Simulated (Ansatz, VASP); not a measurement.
# Cross-check of Cu (Copper) between VASP and Ansatz

Aim: how closely do two programs agree when they are given the same cell, functional and k mesh?

Main program and level: Ansatz 0.2.0; plane waves, with VASP 6.6.1 beside it; relaxation of cell and atoms at PBE.

## (1) Set-up

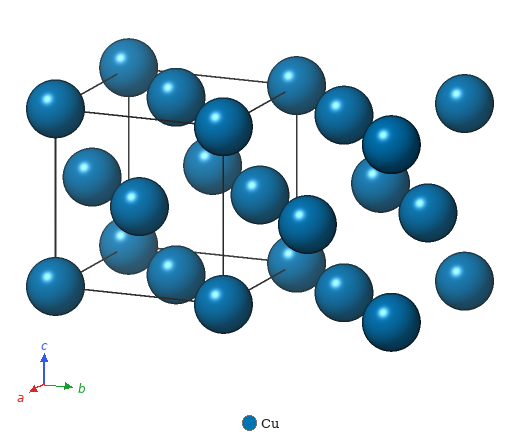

Start, viewed slightly off an axis; copper blue. 1×2×1 cells are drawn. This picture shows the conventional cell, with its axes. Some periodic images of atoms are drawn too.

## (2) VASP: relaxation of cell and atoms, PBE

The relaxed volume is the usual yardstick between codes: its relative difference is about their pressure difference at one cell divided by the bulk modulus.

Lines of VASP's logs that name or quote its potential files are left out, and so is its time.

INCAR

```
SYSTEM = Cu
PREC = Accurate
ENCUT = 520
EDIFF = 1E-06
NELM = 100
ISMEAR = -1
SIGMA = 0.05
LREAL = .FALSE.
ALGO = Normal
GGA = PE
NBANDS = 11
LORBIT = 11
LWAVE = .FALSE.
LCHARG = .FALSE.
KPAR = 2
IBRION = 2
NSW = 60
ISIF = 3
EDIFFG = -0.01
```

POSCAR

```
Cu
1.0
    0.0000000000      1.8075000000      1.8075000000
    1.8075000000      0.0000000000      1.8075000000
    1.8075000000      1.8075000000      0.0000000000
Cu
1
Direct
    0.0000000000      0.0000000000      0.0000000000
```

KPOINTS

```
Automatic mesh
0
Gamma
13 13 13
0 0 0
```

The projector-augmented-wave data sets are Cu (PBE family, release 64).

The run is started by

```sh
> mpirun -np 2 vasp_std
```

Numbers of over 12 decimals in the logs are rounded to 6 here.

The log of the run:

```text
[banner, memory and clock lines left out]
running    2 mpi-ranks, on    1 nodes
 distrk:  each k-point on    1 cores,    2 groups
 distr:  one band on    1 cores,    1 groups

 POSCAR found type information on POSCAR Cu
 POSCAR found :  1 types and       1 ions
 LDA part: xc-table for (Slater+PW92), standard interpolation
 POSCAR, INCAR and KPOINTS ok, starting setup
 FFT: planning ... GRIDC
 FFT: planning ... GRID_SOFT
 FFT: planning ... GRID
 WAVECAR not read
 entering main loop
       N       E                     dE             d eps       ncg     rms          rms(c)
DAV:   1     0.409183859045E+02    0.40918E+02   -0.55779E+03  1987   0.168E+03
DAV:   2    -0.361923555693E+01   -0.44538E+02   -0.41520E+02  1890   0.203E+02
DAV:   3    -0.462810935437E+01   -0.10089E+01   -0.10062E+01  2158   0.379E+01
DAV:   4    -0.463433757835E+01   -0.62282E-02   -0.62276E-02  2047   0.264E+00
DAV:   5    -0.463440358197E+01   -0.66004E-04   -0.66003E-04  2106   0.271E-01    0.770E+00
DAV:   6    -0.410915946066E+01    0.52524E+00   -0.15275E+01  2133   0.788E+01    0.392E+00
DAV:   7    -0.374078132323E+01    0.36838E+00   -0.24021E+00  2136   0.312E+01    0.573E-01
DAV:   8    -0.373003807545E+01    0.10743E-01   -0.49337E-03  2056   0.114E+00    0.311E-01
DAV:   9    -0.372833118834E+01    0.17069E-02   -0.10883E-02  2196   0.195E+00    0.291E-02
DAV:  10    -0.372833352185E+01   -0.23335E-05   -0.40667E-05  2702   0.109E-01    0.835E-03
DAV:  11    -0.372833249067E+01    0.10312E-05   -0.84100E-07  1411   0.178E-02    0.255E-04
DAV:  12    -0.372833256819E+01   -0.77523E-07   -0.61624E-08  1053   0.312E-03
   1 F= -.37283326E+01 E0= -.37269703E+01  d E =-.372833E+01
 curvature:   0.00 expect dE= 0.000E+00 dE for cont linesearch  0.000E+00
 trial: gam= 0.00000 g(F)=  0.147E-62 g(S)=  0.380E-02 ort = 0.000E+00 (trialstep = 0.100E+01)
 search vector abs. value=  0.380E-02
 bond charge predicted
       N       E                     dE             d eps       ncg     rms          rms(c)
DAV:   1    -0.385775811396E+01   -0.12943E+00   -0.22406E+00  2163   0.345E+01    0.292E+00
DAV:   2    -0.377008452193E+01    0.87674E-01   -0.16876E+00  2112   0.252E+01    0.114E+00
DAV:   3    -0.373282404774E+01    0.37260E-01   -0.27536E-01  2115   0.106E+01    0.443E-01
DAV:   4    -0.372916091921E+01    0.36631E-02   -0.74669E-03  2526   0.112E+00    0.493E-02
DAV:   5    -0.372913518567E+01    0.25734E-04   -0.21874E-04  2207   0.290E-01    0.139E-02
DAV:   6    -0.372913470375E+01    0.48192E-06   -0.58188E-06  1488   0.383E-02
   2 F= -.37291347E+01 E0= -.37277647E+01  d E =-.802136E-03
 trial-energy change:   -0.000802  1 .order   -0.000808   -0.003798    0.002181
 step:   0.6352(harm=  0.6352)  dis= 0.00000  next Energy=    -3.729539 (dE=-0.121E-02)
 bond charge predicted
       N       E                     dE             d eps       ncg     rms          rms(c)
DAV:   1    -0.374704754920E+01   -0.17912E-01   -0.29527E-01  2160   0.121E+01    0.110E+00
DAV:   2    -0.373598855271E+01    0.11059E-01   -0.25563E-01  2112   0.986E+00    0.465E-01
DAV:   3    -0.372996496847E+01    0.60236E-02   -0.41386E-02  2115   0.408E+00    0.151E-01
DAV:   4    -0.372951553771E+01    0.44943E-03   -0.49566E-04  2230   0.221E-01    0.283E-03
DAV:   5    -0.372951507099E+01    0.46672E-06   -0.65702E-06  2250   0.397E-02
   3 F= -.37295151E+01 E0= -.37281483E+01  d E =-.118250E-02
 curvature:  -0.32 expect dE=-0.858E-06 dE for cont linesearch -0.858E-06
 trial: gam= 0.00000 g(F)=  0.141E-62 g(S)=  0.270E-05 ort =-0.101E-03 (trialstep = 0.927E+00)
 search vector abs. value=  0.270E-05
 reached required accuracy - stopping structural energy minimisation
```

OUTCAR, selected parts (step 2):

```text
ion  position               nearest neighbor table
   1  0.000  0.000  0.000-

  LATTYP: Found a face centered cubic cell.
 ALAT       =     3.6150000000

 Subroutine GETGRP returns: Found 48 space group operations
 (whereof 48 operations were pure point group operations)

The static configuration has the point symmetry O_h .

 Found     84 irreducible k-points:

   k-points           NKPTS =     84   k-points in BZ     NKDIM =     84   number of bands    NBANDS=     11

   dimension x,y,z NGX =    20 NGY =   20 NGZ =   20
   dimension x,y,z NGXF=    40 NGYF=   40 NGZF=   40

   ENCUT  =  520.0 eV  38.22 Ry    6.18 a.u.   4.75  4.75  4.75*2*pi/ulx,y,z

   NELECT =      11.0000    total number of electrons

 k-points in reciprocal lattice and weights: Automatic mesh
   0.00000000  0.00000000  0.00000000       0.000
   0.07692308  0.00000000  0.00000000       0.004
   0.15384615  0.00000000  0.00000000       0.004
   0.23076923  0.00000000  0.00000000       0.004
   0.30769231  0.00000000  0.00000000       0.004
   0.38461538  0.00000000  0.00000000       0.004
   0.46153846  0.00000000  0.00000000       0.004
   0.07692308  0.07692308  0.00000000       0.003
   0.15384615  0.07692308  0.00000000       0.011
[...]
-0.30769231  0.46153846  0.15384615       0.011
  -0.30769231  0.46153846  0.23076923       0.011

 average (electrostatic) potential at core
       1 -63.8571

 E-fermi :   7.5753

 k-point     1 :       0.0000    0.0000    0.0000
  band No.  band energies     occupation
    ...
      2       4.4121      2.00000
      3       4.4121      2.00000
      4       4.4121      2.00000
      5       5.2200      2.00000
      6       5.2200      2.00000
      7      29.8778      0.00000
      8      32.4065      0.00000
      9      32.4065      0.00000
     10      32.4065      0.00000
     11      34.8848      0.00000

 k-point     2 :       0.0769    0.0000    0.0000
  band No.  band energies     occupation
    ...
      2       4.3684      2.00000
      3       4.4510      2.00000
      4       4.4510      2.00000
      5       5.2053      2.00000
      6       5.2053      2.00000
      7      28.4023      0.00000
      8      30.7557      0.00000
      9      31.7926      0.00000
     10      31.7926      0.00000
     11      35.7996      0.00000

 k-point     3 :       0.1538    0.0000    0.0000
  band No.  band energies     occupation
    ...
      2       4.2618      2.00000
      3       4.5354      2.00000
      4       4.5354      2.00000
      5       5.1913      2.00000
      6       5.1913      2.00000
      7      24.5555      0.00000
      8      30.3432      0.00000
      9      30.8766      0.00000
     10      30.8766      0.00000
     11      36.7547      0.00000

  Total       -0.0043210     -0.0043210     -0.0043210      0.0000000      0.0000000      0.0000000
  in kB       -0.5775379     -0.5775379     -0.5775379      0.0000000      0.0000000      0.0000000
  external PRESSURE =      -0.5775379 kB  Pullay stress =       0.0000000 kB

  energy-cutoff  :      520.00
  volume of cell :       11.99
      direct lattice vectors                 reciprocal lattice vectors
    -0.000000000  1.816471775  1.816471775    -0.275258887  0.275258887  0.275258887
     1.816471775 -0.000000000  1.816471775     0.275258887 -0.275258887  0.275258887
     1.816471775  1.816471775  0.000000000     0.275258887  0.275258887 -0.275258887

 POSITION                                       TOTAL-FORCE (eV/Angst)
 -----------------------------------------------------------------------------------
      0.00000     -0.00000      0.00000        -0.000000      0.000000     -0.000000
 -----------------------------------------------------------------------------------
    total drift:                                0.000000      0.000000      0.000000

  FREE ENERGIE OF THE ION-ELECTRON SYSTEM (eV)
  ---------------------------------------------------
  free  energy   TOTEN  =        -3.7295150710 eV

  energy  without entropy=       -3.7267814641  energy(sigma->0) =       -3.72814827

 reached required accuracy - stopping structural energy minimisation

 total charge
# of ion       s       p       d       tot
------------------------------------------
    1        0.442   0.373   9.171   9.986

[... 3 further parts left out ...]
```

CONTCAR:

```
Cu
   1.00000000000000
    -0.0000000000000000    1.8164717754927362    1.8164717754927362
     1.8164717754927362   -0.0000000000000000    1.8164717754927362
     1.8164717754927362    1.8164717754927362    0.0000000000000000
  Cu
     1
Direct
     0.0000000000000000    0.0000000000000000    0.0000000000000000
```

## (3) Ansatz: relaxation of cell and atoms, PBE

Ansatz runs on its default PAW (the set named soft_2) files.

The same cell, functional, mesh and smearing now go to Ansatz, which takes its cutoff from its data sets.

input.yaml

```yaml
crystal:
  lattice:
    - [0.0, 1.8075, 1.8075]
    - [1.8075, 0.0, 1.8075]
    - [1.8075, 1.8075, 0.0]
  atoms:
    - { symbol: Cu, position: [0.0, 0.0, 0.0] }
hamiltonian:
  xc: pbe
  pseudopotentials: { kind: paw }
kpoints:
  mp_grid: { grid: [13, 13, 13] }
scf:
  occupations: { method: fermi_dirac, width: 0.05 }
relax:
  f_tol: 0.01
  max_steps: 60
  cell: { stress_tol: 0.05 }
output:
  forces: true
  stress: true
```

The run is started by

```sh
> ansatz run input.yaml --threads 4 --pin off --max-ram 9216MiB --backend cpu --events-out ev --progress --plain --runs-dir out
```

The log of the run:

```text
Engine: ansatz 0.2.0, x86_64-unknown-linux-gnu
Pseudopotentials: kind: paw
Pseudopotential: Cu, paw, valence charge 19, recommended cutoff 420 eV (normal), Cu.paw.azcp
Functional definition: PBE
  parameter kappa = 0.804
  parameter beta = 0.066725
  exchange = pbe_x(kappa = kappa, mu = beta*pi^2/3)
  correlation = pbe_c(beta = beta)
Crystal: 1 atoms, lattice volume = 11.810 Å³
Basis set: ecut = 420 eV, 259 PW (Γ), exchange–correlation on 36×36×36 points (8 copies of the dense FFT grid, shifted against one another)
Bands: 14, of which v1, the nominal top of the filled ones, is band 10 counted from 1 (9 counted from 0)
Symmetry: 48 space group operations
Space group: Fm-3m (ITA 225), of the structure as read, at distance tolerance 2.3e-5 Å
k-points: 84 of 2197
Non-local potential: Cu, projectors of the file, l = 0: 3, l = 1: 2, l = 2: 3, l = 3: 1
PAW form: soft (Blöchl's): semilocal exchange-correlation on the pseudo side does not see the compensation charge
PAW one-centre angular grid: Cu, 590 points (default); XC on 64 Gauss nodes
Initial density: superposition of atomic densities (neutral atoms: chi_scale 0, normalization atom), corrected by the library's trained network
Initial wavefunctions: pseudopotential atomic-orbital guess
Functional: x = pbe(κ = 0.804, μ = 0.219515), c = pbe(β = 0.066725)
SCF iter   1: F=—  HF=-6625.175672 eV  |F-HF|=—  |Δ(HF+E_count)|=         —  Δρ=7.24e-4  dr2=1.37e-5  ethr=1.77e-3  ⟨swp⟩=5.7  Hψ=5943  notcnv=0
preconditioner: auto → none  [insulator: Δε(μ)=0.196 eV  Ē_g=17.015 eV  σ=0.050 eV  W_gap=0.53  n_scr=0 (ndim 8)  ℏωp=35.8 eV  f_vac=0.000  D(μ)=0.32/eV (n_scr^D=0)  ε∞_Penn≈5.4]
SCF iter   2: F=—  HF=-6625.175793 eV  |F-HF|=—  |Δ(HF+E_count)|=   1.22e-4  Δρ=3.88e-4  dr2=4.86e-6  ethr=7.23e-8  ⟨swp⟩=3.2  Hψ=3098  notcnv=0
SCF iter   3: F=—  HF=-6625.175806 eV  |F-HF|=—  |Δ(HF+E_count)|=   1.25e-5  Δρ=1.48e-4  dr2=6.78e-7  ethr=2.56e-8  ⟨swp⟩=2.0  Hψ=1595  notcnv=0
iter 4 did not close the SCF: its close was put off for the readings that it lacked (scf_convergence_deferred on its scf_iter line)
SCF iter   4: F=-6625.175807 eV  HF=-6625.175807 eV  |F-HF|=3.10e-9  |Δ(HF+E_count)|=   1.65e-6  Δρ=8.92e-6  dr2=1.79e-9  ethr=3.57e-9  ⟨swp⟩=2.2  Hψ=1592  notcnv=0
iter 5 did not close the SCF: its close was put off for the readings that it lacked (scf_convergence_deferred on its scf_iter line)
SCF iter   5: F=-6625.175807 eV  HF=-6625.175807 eV  |F-HF|=9.91e-10  |Δ(HF+E_count)|=   6.43e-9  Δρ=1.96e-6  dr2=1.24e-10  ethr=9.42e-12  ⟨swp⟩=2.1  Hψ=1871  notcnv=0
SCF iter   6: F=-6625.175807 eV  HF=-6625.175807 eV  |F-HF|=9.09e-13  |Δ(HF+E_count)|=  3.64e-12  Δρ=6.97e-8  dr2=2.35e-13  ethr=1.00e-12  ⟨swp⟩=1.1  Hψ=3516  notcnv=0
SCF 1 converged in 6 iterations: F = -6625.175807 eV  dr2 = 2.35e-13
  greatest PAW one-centre occupation: 1.000 electrons in one spin orbital (limit 2), on the Cu atom at site 0 (counted from 0), in its partial waves of l = 0
relax step   1: F+E_penalty+E_count = -6625.17580719 eV  Δ(F+E_penalty+E_count) = +0.000e0 eV  max|allowed force component| = 0.000e0 eV/Å  Δτ_max = 0.0000 Å  P = +1.668 GPa  Ω = 11.810 Å³  (6 SCF iters, dr2 threshold 1.00e-7 eV, accepted)
[...]
relax step   2: F+E_penalty+E_count = -6625.17628063 eV  Δ(F+E_penalty+E_count) = -4.734e-4 eV  max|allowed force component| = 0.000e0 eV/Å  Δτ_max = 0.0000 Å  P = +0.828 GPa  Ω = 11.878 Å³  energy of the carried Pulay correction = -5.318e-5 eV  (6 SCF iters, dr2 threshold 1.00e-7 eV, accepted)
[...]
relax step   3: F+E_penalty+E_count = -6625.17640558 eV  Δ(F+E_penalty+E_count) = -1.249e-4 eV  max|allowed force component| = 0.000e0 eV/Å  Δτ_max = 0.0000 Å  P = +0.019 GPa  Ω = 11.946 Å³  energy of the carried Pulay correction = -1.059e-4 eV  (6 SCF iters, dr2 threshold 1.00e-7 eV, accepted)
[...]
relax step   4: F+E_penalty+E_count = -6625.17650871 eV  Δ(F+E_penalty+E_count) = -1.031e-4 eV  max|allowed force component| = 0.000e0 eV/Å  Δτ_max = 0.0000 Å  P = +0.003 GPa  Ω = 11.946 Å³  stress off target by 2.83e-3 GPa  SCF on the basis re-selected at this cell (its energy is not comparable with the rows above)  (6 SCF iters)
basis re-selected at this cell: Δ(F+E_penalty+E_count) = -1.031e-4 eV, ΔP = -0.016 GPa vs the last step (what re-selecting the basis moved, of the pressure what is left beyond the Pulay correction that the steps carried, after the strain that the cell walked since its last selection, with what the two solves' SCF thresholds leave and, on support functions, any second-order correction that the steps lacked; it is no measure of the basis error at this ecutwfc). This SCF's stress stands 2.83e-3 GPa from its target on what of the cell is left free (relax.cell.stress_tol is 5.00e-2 GPa) and its largest allowed force component is 0.00e0 eV/Å (relax.f_tol is 1.00e-2 eV/Å): [rest of the remark cut]
SCF converged after 6 iterations
Free energy (F): -6625.176509 eV
Harris-Foulkes:  -6625.176509 eV  (|F-HF|=3.64e-12)
Internal energy: -6625.173792 eV  (E = F + TS)
E sigma→0 (E₀):  -6625.175150 eV
Entropy (-TS):   -0.002717 eV (-2.717 meV/atom)
Fermi energy:    16.699737 eV
--- Per-component energies (eV) ---
  E_band       = -363.479924
  E_kinetic    = 299.793429
  E_local      = -4071.159359  (includes V_loc(G=0)·N_el)
  E_nonlocal   = 389.827175
  E_hartree    = 1792.714443
  E_xc         = -89.494745
  E_vxc        = -115.486725  (∫ρ·V_xc dr)
  E_paw        = -1662.899041  (= ΣΔE_a)
  E_vpaw       = -451.883578  (= ΣTr[D̂ρ^β])
  E_aug_tail   = 0.000242  (compensation charges beyond the density's cutoff)
  E_ewald      = -3283.955936
  E_smearing   = -0.002717  (= −TS)
  E_closure    = -0.000000  (closes the sum)
  Σ components = -6625.176509   (vs F -6625.176509, Δ=0.00e0)
--- Forces (eV/Å), atoms counted from 1 ---
  atom   1  Cu    -0.00000000     0.00000000     0.00000000
  max |Σ_I F_I| component: 6.16e-32 eV/Å
--- Stress (GPa, compression-positive) ---
        0.002829       0.000000       0.000000
        0.000000       0.002829       0.000000
        0.000000       0.000000       0.002829
  P = ⅓ Tr σ = 0.0028 GPa (0.028 kbar)
--- Relaxed structure (3 steps of the walk, 3 accepted, 1 SCFs on fresh bases) ---
  F+E_penalty+E_count = -6625.17650871 eV   max|allowed force component| = 0.000e0 eV/Å   (the final SCF, on the basis selected at the relaxed cell)
  cell:  # Å, volume = 11.9458 Å³
    - [0, 1.814379, 1.814379]
    - [1.814379, 0, 1.814379]
    - [1.814379, 1.814379, 0]
  atoms:
    - { symbol: Cu, position: [0.0, 0.0, 0.0] }
```

It took 2.3 s on 4 threads of Intel Xeon Platinum 8375C at 2.90GHz (Ice Lake), shared host; peak memory 0.35 GiB.

## (4) Differences

Known differences besides the PAW data sets themselves: both relaxations stop at a tolerance, which leaves soft axes loose, and VASP keeps its plane-wave basis; the data sets hold 19 valence electrons in Ansatz (default PAW (the set named soft_2) files) and 11 in VASP; the cutoff is 420 eV in Ansatz and 520 eV in VASP; VASP leaves aspherical gradient terms in its spheres out (LASPH is not set), Ansatz keeps them; Ansatz adds a Pulay correction to the stress that steers its cell, VASP none. Total energies have different zeros and are not compared.

The two programs side by side:

```csv
quantity,Ansatz,VASP,difference
volume (Å³),11.95,11.99,-0.35 %
"edge a after relaxation, in the typed setting (Å)",2.566,2.569,-0.12 %
```

The walks stopped with 0.00 GPa left in Ansatz and -0.06 GPa in VASP; each walk ends within a tolerance, so the volume difference is uncertain by about these residues over the bulk modulus, most in soft cells.

## (5) Outcome

```
difference in volume (relaxation of cell and atoms, PBE) : -0.35 %
```

**Reading.** The difference in volume is -0.35 % (relaxation of cell and atoms, PBE), within the 1.2 % picked in this series as the mark of a large difference, as far as the stopping tolerances let one tell. How closely two codes agree says nothing of how well the functional describes the real material.

[Lines on the potential files, build, host, timing and source positions are cut from VASP's logs without a mark.]

[Logs are printed without paths, hosts, clocks, repeated set-up lines and the standing remarks that a program may print on its own settings, such as how far it seeks lower states.]

[Hosts, paths, dates, database ids (printed as entryN), source tags and the programs' standing remarks are cut or masked in the printed files.]
